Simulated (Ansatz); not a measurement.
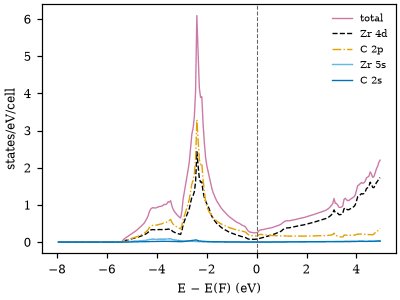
Figure. Total and projected density of states of ZrC (rock salt, Fm-3m), plane-wave PAW PBEsol (Ansatz code)

**Question.** Which orbitals carry the states next to the Fermi level?

**Answer.** Within 0.5 eV of the Fermi level: C 2p 62 %, Zr 4d 34 %. Projections are on Löwdin-orthogonalised atomic valence shells; empty p or d shells of many metals are not among them.

**Question.** Where is the tallest occupied peak in this window, and what makes it?

**Answer.** Near -2.4 eV, about 6.1 states/eV per cell; the largest projected share is C 2p.

The cell was relaxed with PBEsol under the symmetry of its start; of distortions, only those at the zone centre were tested. The run is not spin-polarised. Spin–orbit coupling is left out wherever it is not named.

Potentials: the later of the program's two PAW sets.
